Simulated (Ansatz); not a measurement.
# Sc2GaN3: the cost of one run

Method: DFT PBE, scalar-relativistic, plane waves, PAW, in Ansatz 0.2.0.

**1. The system as given**

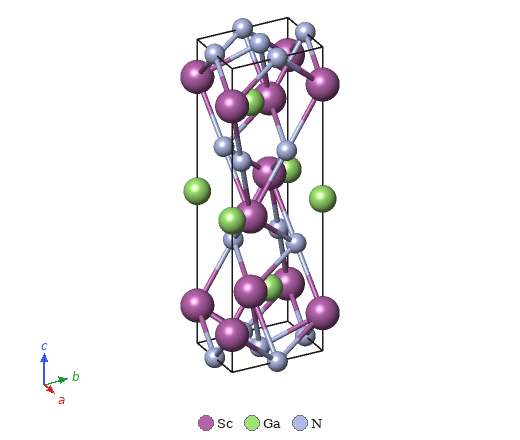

Start, viewed slightly off an axis; scandium pink, gallium green, nitrogen light blue. Atoms on the faces are drawn again on the opposite ones. The cell drawn here is the conventional one.

Coordinates:

```
CELL_PARAMETERS angstrom
2.51269 1.45070 4.04433
-2.51269 1.45070 4.04433
0.00000 -2.90141 4.04433
ATOMIC_POSITIONS crystal
Sc 0.12356 0.12356 0.12356
Sc 0.87644 0.87644 0.87644
Ga 0.50000 0.50000 0.50000
N 0.00000 0.50000 0.50000
N 0.50000 0.50000 0.00000
N 0.50000 0.00000 0.50000
```

A structure generator made this guess: species swapped into a database cell of Eu2Al3Ag (R-3m, No. 166), with Sc on the Eu sites, N on the Al sites and Ga on the Ag sites. Lengths come from tabulated atomic sizes and are only a guess.

**2. A first look at the guess**

input.yaml reads:

```yaml
crystal:
  lattice:
    - [2.51269136, 1.45070303, 4.04433181]
    - [-2.51269136, 1.45070303, 4.04433181]
    - [0.0, -2.90140606, 4.04433181]
  atoms:
    - { symbol: Sc, position: [0.123557, 0.123557, 0.123557] }
    - { symbol: Sc, position: [0.876443, 0.876443, 0.876443] }
    - { symbol: Ga, position: [0.5, 0.5, 0.5] }
    - { symbol: "N", position: [0.0, 0.5, 0.5] }
    - { symbol: "N", position: [0.5, 0.5, 0.0] }
    - { symbol: "N", position: [0.5, 0.0, 0.5] }
basis:
  ecutwfc: 420
kpoints:
  mp_grid: { grid: [6, 6, 6] }
hamiltonian:
  xc: pbe
scf:
  occupations: { method: gaussian, width: 0.1 }
  lower_state_search: "off"
output:
  forces: true
  stress: true
  eigenvalues: true
```

The run is started by

```sh
> ansatz run input.yaml --threads 1 --pin off --max-ram 2560MiB --backend cpu --events-out ev --progress --plain --runs-dir out
```

What time and memory should one allow on 1 thread of Arm Neoverse V2, shared host?

About 5 s, with a peak of 0.39 GiB.
